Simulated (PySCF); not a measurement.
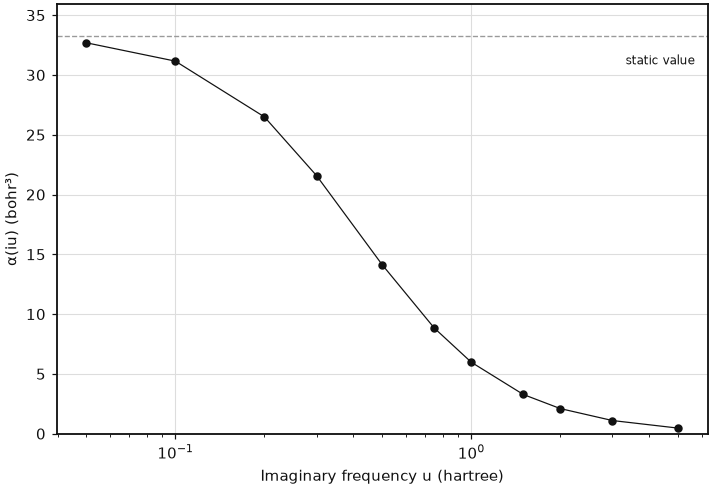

Dipole polarisability at imaginary frequency of neutral iodine ([Kr] 4d¹⁰ 5s² 5p⁵). Coupled response at the PBE0 level; PySCF, aug-cc-pVTZ-PP plus 1 diffuse shell for each l with a 28-electron core potential, unrestricted single determinants, no spin-orbit coupling.

**Describe the response.**

The static dipole polarisability is 33.3 bohr³ (the recommended value is 32.9); α(iu) falls to half of it near u = 0.42 hartree. The Casimir–Polder integral gives C₆ = 356 hartree bohr⁶ for two such species.
